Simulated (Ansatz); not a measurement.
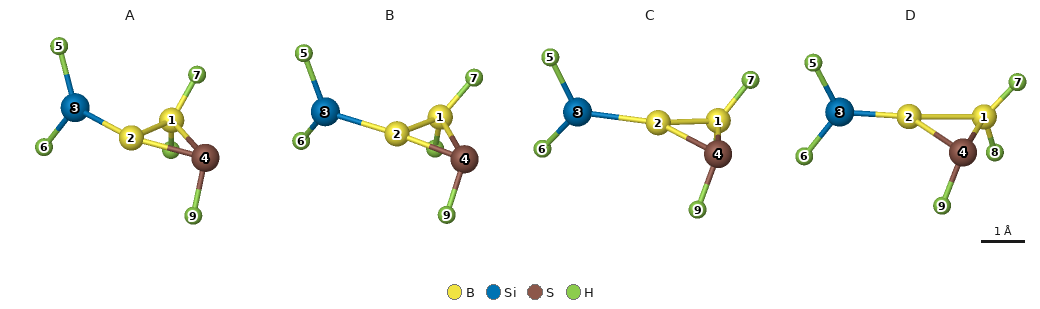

4 geometries from one relaxation of B$_{2}$SiH$_{5}$S (charge +1), in shuffled order. The picture is a ball-and-stick view, seen at a tilt.

It is one of the separated reactants of a reaction.

These are results of RKS PBE-D4/def2-SVP in Ansatz 0.2.0, not measurements. Set-up: force threshold 0.03 eV/Å; at most 250 steps.

Q: Put them in the order of the run, from the start to the converged end.

A: D, C, B, A. They are steps 0, 4, 8, 22, at +56.1 kcal/mol, +4.34 kcal/mol, +1.48 kcal/mol relative to the last. B2 moves most after the best rigid fit: 1.07 Å. By element the largest moves are B 1.07 Å, H 1.03 Å, S 0.54 Å, Si 0.44 Å. Some distances before and after: B1–Si3 3.502 → 2.297 Å, B1–S4 2.283 → 2.022 Å, B2–Si3 1.624 → 1.864 Å, B1–B2 1.960 → 1.793 Å. Bond angles that change, for instance: B1–B2–Si3 155.4° → 77.8°, Si3–B2–S4 131.0° → 146.4°, H5–Si3–H6 118.8° → 122.5°. The energy falls by 56.1 kcal/mol in 20 accepted moves (22 points after the start). The largest force component goes from 9.7 to 0.0091 eV/Å. The line search rejected the trial steps at points 14, 17 of the run. Cost: 39 s on 2 threads of Intel Xeon Platinum 8259CL @ 2.50GHz (shared host).
